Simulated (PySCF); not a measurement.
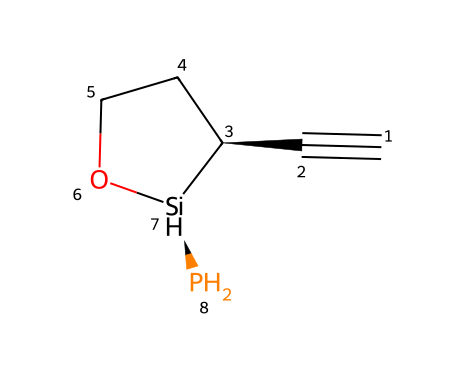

A structural formula, with wedges where it has stereocentres; small numbers name the atoms. The configuration is that of a computed structure (GFN2-xTB).

Give the R/S and E/Z labels.

C3: S; Si7: R.

Write the isomeric SMILES.

C#C[C@@H]1CCO[Si@@H]1P
